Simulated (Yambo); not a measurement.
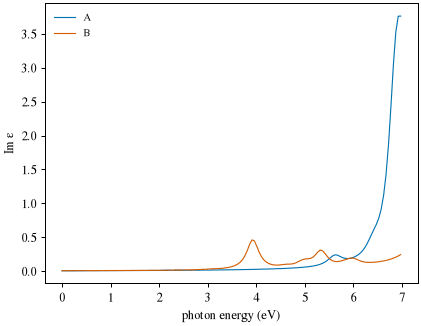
Figure. Two computed absorption spectra of Rb$_{2}$NiF$_{6}$ (space group Fm-3m, No. 225) (Yambo, PBEsol bands with the same scissor, field along x)

Q: Which curve includes the electron-hole attraction (BSE), and where are its main peaks?

A: Curve B: the attraction moves weight to lower energy (centre of the plotted range 5.0 eV against 6.4 eV). Its peaks lie at 3.9 eV, 5.3 eV, 6.0 eV. Settings: 4×4×4 mesh, 27 valence and 3 conduction bands, static screening with 91 bands and a 3 Ry block, scissor 3.75 eV, Tamm-Dancoff. The scissor comes from a G0W0 run whose convergence isn't established. Broadening 0.15 eV. The band window holds all transitions up to 13.2 eV. Fine structure above the onset can come from the mesh.

Geometry of the Materials Project entry, not relaxed at this level; primitive cell a = 5.911 Å, b = 5.911 Å, c = 5.911 Å, α = 60.00°, β = 60.00°, γ = 60.00°.

The runs are not spin-polarised; magnetic order was not tried.
